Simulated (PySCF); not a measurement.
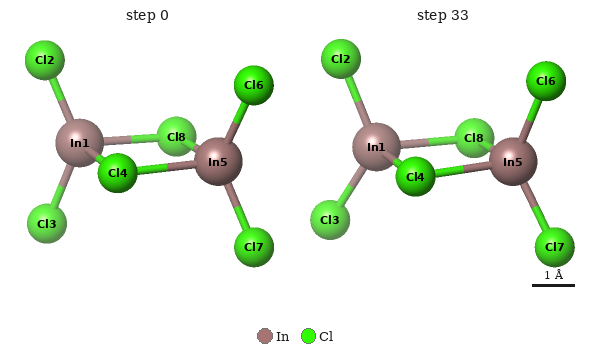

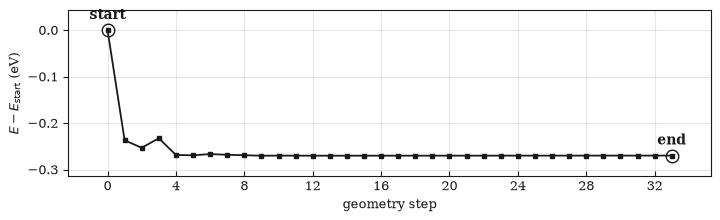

First and last geometry of a relaxation of In2Cl6, with the history of the run. The picture is a ball-and-stick view, seen at a tilt.

The start comes from GFN2-xTB. Its atoms were then displaced at random by about 0.03 Å.

All numbers below come from PBE0-D3(BJ)/def2-SVP geometry optimisation, gas phase in PySCF. 

> Read the history and describe the run.

It converged. Cl3 moves most after the best rigid fit: 0.31 Å. Largest moves by element: Cl 0.31 Å, In 0.11 Å. Among the contacts that change: In1–Cl2 2.190 → 2.314 Å, In5–Cl6 2.256 → 2.313 Å, Cl4–In5 2.582 → 2.528 Å, In1–Cl4 2.480 → 2.527 Å. Bond angles that change, for instance: Cl2–In1–Cl3 133.7° → 124.6°, Cl3–In1–Cl8 104.0° → 112.0°, Cl3–In1–Cl4 102.9° → 109.9°. Over 33 geometry steps the energy falls by 0.270 eV. The run took 5.4 min on 1 thread of AMD EPYC 9R45 96-Core Processor (shared host).
